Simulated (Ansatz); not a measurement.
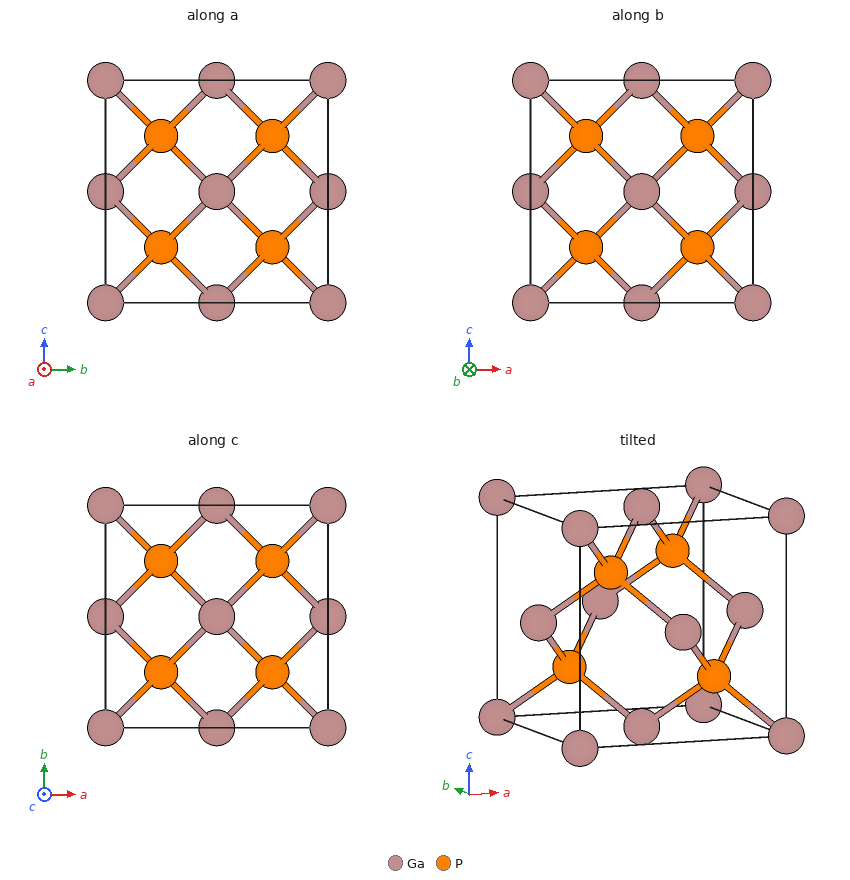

Figure: ball-and-stick view along the a axis, along the b axis, along the c axis and slightly off an axis. Thin lines show the conventional unit cell, with boundary atoms drawn in all their periodic places.

Lattice parameters: a = 5.506 Å, b = 5.506 Å, c = 5.506 Å, α = 90.00°, β = 90.00°, γ = 90.00°. Put a along x and b in the xy plane.

Question: Convert the drawing into a POSCAR file.

Answer:
```
Ga P
1.0
     5.506    0.000    0.000
     0.000    5.506    0.000
     0.000    0.000    5.506
Ga P
4 4
Direct
  0.0000 0.0000 0.0000
  0.0000 0.5000 0.5000
  0.5000 0.0000 0.5000
  0.5000 0.5000 0.0000
  0.2500 0.2500 0.7500
  0.2500 0.7500 0.2500
  0.7500 0.2500 0.2500
  0.7500 0.7500 0.7500
```

Provenance: a structure type filled with these elements by a generator (whether the compound takes this form wasn't checked). The final geometry of a relaxation with Ansatz, DFT, PBE, plane waves, PAW is shown.
